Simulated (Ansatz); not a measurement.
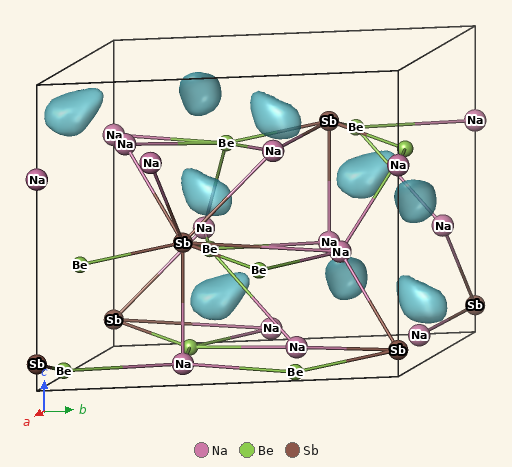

The picture shows: Na4Be3Sb. Isosurface of the electron localisation function at 0.85 (cyan), seen slightly off an axis. Core shells and regions of very low density are left out. Sticks mark near contacts.

Space group R3; a structure generated by program, which may or may not match a known phase; computed without spin polarisation.

These are results of Ansatz 0.2.0, DFT PBE, scalar-relativistic, plane waves, PAW, not measurements.

In a PAW calculation such maps are meaningful between the atoms, not at the nuclei.

Identify the bonds, lone pairs and shells in this picture.

Answer. The surface consists of nine pockets between the atoms, centred on no nucleus (multi-centre or interstitial), counted in one cell of 24 atoms. Any copies at cell faces, edges or corners count once. Profiles from the grid: Be–Sb (2.55 Å): the ELF peaks at about 0.80 between the atoms. Na–Be (2.83 Å): the ELF is about 0.30 at the midpoint.
